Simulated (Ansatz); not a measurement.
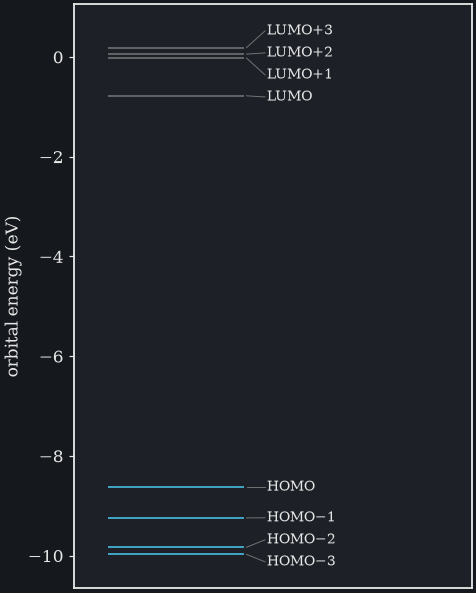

Kohn-Sham orbital energies near the frontier, B3LYP/def2-TZVPP, the Ansatz code, at a PBE0-D4/def2-TZVP geometry (no frequency check), isolated molecule; empty levels in grey, levels within 0.03 eV side by side.

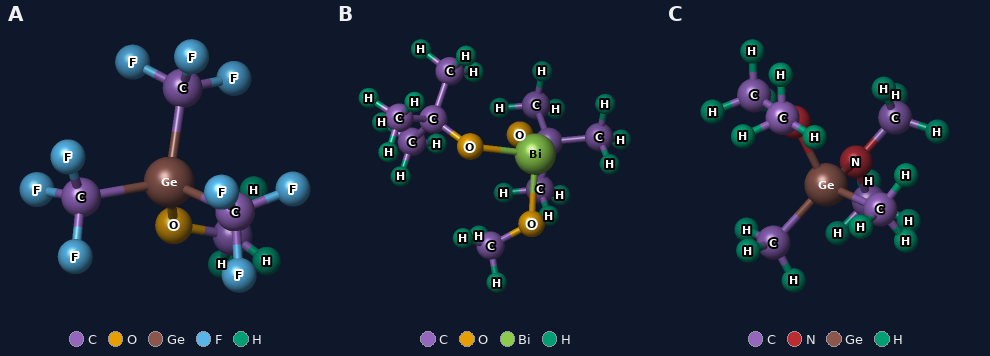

Question: Which molecule has this level scheme? The candidates are drawn in the second picture.

Answer: Structure A, C₄H₃F₉GeO, SMILES C[O][Ge]([C](F)(F)F)([C](F)(F)F)[C](F)(F)F, singlet. HOMO −8.62 eV, LUMO −0.78 eV, separation 7.85 eV.

Caveats: no scalar relativity up to krypton; one conformer of a flexible molecule; empty levels above zero depend strongly on the basis.
